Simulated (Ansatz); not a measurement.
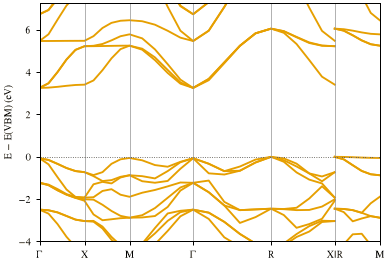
*Band structure from DFT-HSE06 in the program Ansatz with PAW potentials*

Problem. Read off the gap and where the band edges lie.

Solution. About 3.3 eV (3.25 eV among the points solved); maximum at R, minimum at Γ.

The material is BaTiO3 (cubic perovskite, Pm-3m).

This is a known high-temperature phase of the composition, computed here at zero pressure and temperature. The cell was relaxed with HSE06 under the symmetry of its start; its stability against distortions is not shown here. No spin polarisation was allowed. The hybrid was solved on a coarse mesh, the path and, where they were found, the r²SCAN edge points; its band edges are the extreme levels among these. Scalar-relativistic: spin–orbit coupling is off unless named, which matters more the heavier the elements.

Potentials: the later of the program's two PAW sets.
